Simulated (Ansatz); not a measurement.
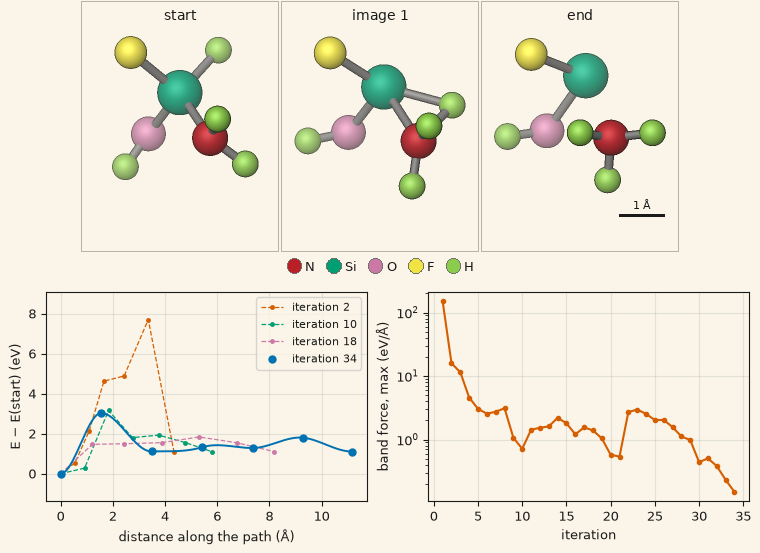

A nudged-elastic-band calculation for SiNH4OF. Images are numbered from 0 (start) to 6 (end). The plot follows the band through its iterations. Style: ball-and-stick. Shown from a free direction.

The calculation used RKS PBE0-D4/cc-pVDZ in Ansatz 0.2.0. Run with 5 movable images; climbing image; force threshold 0.2 eV/Å; iteration limit 60; starting path through a guess of the saddle point.

Question: Did the band converge, and can the barrier be trusted?

Answer: The run met only a loose threshold, so the barrier can't be trusted yet. The band converged in 34 iterations. The largest component of the band force went from 150 to 0.15 eV/Å. The climbing image converged on the top of the path. Its curvatures weren't checked. The force threshold is so loose that the height of the top is at best an upper bound. The first iteration put the highest image at 30.38 eV. The energy climbs by 3.03 eV to image 1 and then falls by 1.92 eV, so the end point sits at +1.11 eV. The profile has 3 maxima (images 1, 3, 5) with a dip at image 2 (+1.11 eV), so the process runs in steps.
